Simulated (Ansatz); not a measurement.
# Si2H4O (SMILES O[SiH]=[SiH2]): single points off equilibrium

How do the functionals fare away from a minimum? The structure is a frame of a short trajectory.

Program: Ansatz 0.2.0, Gaussian basis. Level of theory: single points in def2-TZVPP. These are calculated values, not measurements.

Cores are frozen in the correlated methods.

1 further run of the same task is left out (it didn't finish).

### 1 The system as given

SMILES `O[SiH]=[SiH2]`, 7 atoms, charge 0, spin multiplicity 1.

Atoms are counted from 1 here; the program's logs count them from 0.

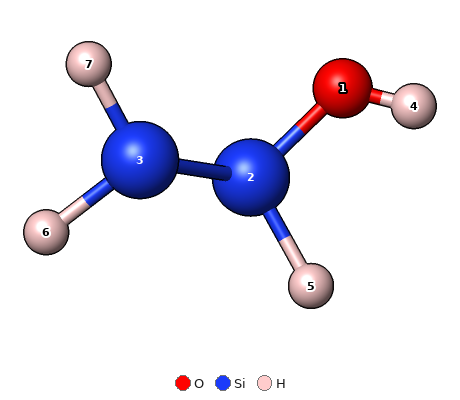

Start geometry, drawn with oxygen red, silicon blue, hydrogen pink; atoms are numbered from 1 in the order of the file.

Coordinates:

```mol
H4OSi2
  3D, bonds by distance, orders not assigned

  7  6  0  0  0  0  0  0  0  0999 V2000
   -1.4616   -0.9842   -0.7297 O   0  0
   -0.4472    0.3257   -0.5857 Si  0  0
    1.2689    0.1140    0.8281 Si  0  0
   -2.3802   -0.9233   -0.4836 H   0  0
   -1.3885    1.5499   -0.1272 H   0  0
    2.2770    1.2660    0.5537 H   0  0
    2.1354   -1.0205    0.7589 H   0  0
  1  2  8  0
  1  4  8  0
  2  3  8  0
  2  5  8  0
  3  6  8  0
  3  7  8  0
M  END
```

### 2 PBE-D4/def2-TZVPP

The input, run/in.yaml:

```yaml
crystal:
  periodic: [false, false, false]
  atoms:
    - {symbol: O, position_ang: [-1.461586, -0.984183, -0.729708]}
    - {symbol: Si, position_ang: [-0.447183, 0.325665, -0.585682]}
    - {symbol: Si, position_ang: [1.268872, 0.114038, 0.828137]}
    - {symbol: H, position_ang: [-2.380245, -0.923279, -0.483622]}
    - {symbol: H, position_ang: [-1.388549, 1.549909, -0.127167]}
    - {symbol: H, position_ang: [2.276990, 1.266004, 0.553739]}
    - {symbol: H, position_ang: [2.135412, -1.020482, 0.758911]}
basis:
  gaussian: {orbitals: def2-TZVPP}
hamiltonian: {xc: pbe, dispersion: d4}
output: {forces: true}
```

Command:

```
$ ansatz run in.yaml --threads 2 --pin off --events-out ev --progress --plain --max-ram 3481MiB
```

### 3 r2SCAN-D4/def2-TZVPP

run/in.yaml: that of step 2 with these lines changed.

```diff
@@ -12,3 +12,3 @@
   gaussian: {orbitals: def2-TZVPP}
-hamiltonian: {xc: pbe, dispersion: d4}
+hamiltonian: {xc: r2scan, dispersion: d4}
 output: {forces: true}
```

### 4 PBE0-D4/def2-TZVPP

run/in.yaml: that of step 3 with these lines changed.

```diff
@@ -12,3 +12,3 @@
   gaussian: {orbitals: def2-TZVPP}
-hamiltonian: {xc: r2scan, dispersion: d4}
-output: {forces: true}
+hamiltonian: {xc: pbe0, dispersion: d4}
+output: {forces: true, orbitals: {seedname: orbitals}}
```

### 5 wB97M-V/def2-TZVPP

run/in.yaml: that of step 4 with these lines changed.

```diff
@@ -12,3 +12,3 @@
   gaussian: {orbitals: def2-TZVPP}
-hamiltonian: {xc: pbe0, dispersion: d4}
-output: {forces: true, orbitals: {seedname: orbitals}}
+hamiltonian: {xc: {name: wB97M-V}}
+output: {forces: true}
```

### 6 CCSD(T)/def2-TZVPP

run/in.yaml: that of step 5 with these lines changed.

```diff
@@ -12,3 +12,3 @@
   gaussian: {orbitals: def2-TZVPP}
-hamiltonian: {xc: {name: wB97M-V}}
+correlation: {method: ccsd_t}
 output: {forces: true}
```

(Steps that only read results are left out.)

Q: Predict the outcome of this session. Wanted: energy less free atoms, CCSD(T)/def2-TZVPP; RMS force component; RMS force error; HOMO and LUMO, PBE0-D4; T1 diagnostic.

**Answer**, as computed:

```
                                  quantity                                                             value
energy less free atoms, CCSD(T)/def2-TZVPP                                                    -2036.4 kJ/mol
                       RMS force component                              0.747 to 0.790 eV/Å over the methods
                           RMS force error  PBE-D4 0.232, r2SCAN-D4 0.106, PBE0-D4 0.122, wB97M-V 0.111 eV/Å
                    HOMO and LUMO, PBE0-D4                                                -6.25 and -2.60 eV
                             T1 diagnostic                                                             0.019
```

**Reading.** Against CCSD(T) the functionals' energies less atoms differ by -77.1 to -25.4 kJ/mol, PBE-D4 by -77.1 kJ/mol. CCSD(T) in triple zeta still lacks some correlation energy of the bonds, so part of these gaps is its own basis error and they don't rank the functionals. On forces the order runs from r2SCAN-D4 to PBE-D4. Frozen-core CCSD(T) forces in triple zeta carry basis errors of their own, and this is one geometry, so small gaps rank nothing. The restricted Hartree–Fock reference is unstable towards an unrestricted one at one or more of these structures.
